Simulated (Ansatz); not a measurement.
# W (Im-3m): the Drude term of Re ε in the infrared

Re ε of W (Im-3m) at low photon energies is read from one computed spectrum; the carriers' damping was typed as γ = 0.05 eV.

Symmetry: Im-3m, No. 229, cubic system. The conventional cell has a = 3.165 Å, b = 3.165 Å, c = 3.165 Å, α = 90.00°, β = 90.00°, γ = 90.00°. Around W on site a lie 8 W at 2.74 Å.

Method: Ansatz 0.2.0, PBE, independent particles, k-mesh 20×20×20 with interpolation inside its cells, Gaussian parameter 0.1 eV.

Launch of the response step: `ansatz run input.yaml --threads 4 --pin off --max-ram 8192MiB --backend cpu --events-out ev --progress --plain --runs-dir out`. The run took 9 s, on 4 threads of Intel(R) Xeon(R) Platinum 8488C (Sapphire Rapids) (shared host).

```
photon energy E (eV)  wavelength (µm)    Re ε
                0.25             4.96  -864.5
                0.30             4.13  -592.1
                0.35             3.54  -423.9
                0.40             3.10  -312.7
                0.50             2.48  -183.5
                0.60             2.07  -121.8
                0.70             1.77       ?
```

A Drude term over a constant background gives Re ε = ε_b − ωp²/(E² + γ²), linear in 1/(E² + γ²).

Working, on the rows shown:

| x = 1/(E² + γ²) (eV⁻²) | y = Re ε |
| --- | --- |
| 15.3846 | -864.5 |
| 10.8108 | -592.1 |
| 8 | -423.9 |
| 6.15385 | -312.7 |
| 3.9604 | -183.5 |
| 2.75862 | -121.8 |

Means: x̄ = 7.8447, ȳ = -416.42. Σ(x − x̄)(y − ȳ) = -6479, Σ(x − x̄)² = 109.5. Slope = -6479 / 109.5 = -59.18; intercept = ȳ − slope · x̄ = 47.822. The line misses the rows shown by at most 6.4.

Problem. Fill in the last column of the withheld row.

Solution. At x = 2.0305 the line gives y = -72.337. The run gave -87.7, so the extrapolation is off by 15, 2.0 % of the range in the table.

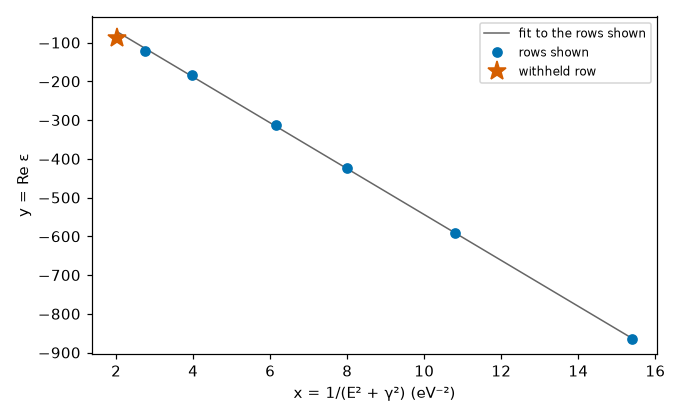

Refitted with all rows, the slope is -58.63 and the intercept 41.749. These give ωp = √(−slope) = 7.66 eV, against 7.70 eV from the program's Fermi-surface sum, and an intercept of 41.7. Taking the program's Drude term off the rows leaves 48 at the lowest energy and 33 at the highest, so the background isn't constant: interband transitions lie in or near the window, and neither fitted number can be trusted. The values come from a sum over the points of one k-mesh and carry its error, which is largest for Fermi-surface quantities. Spin-orbit coupling is left out.

[Logs are printed without paths, hosts, clocks, repeated set-up lines and the standing remarks that a program may print on its own settings, such as how far it seeks lower states.]
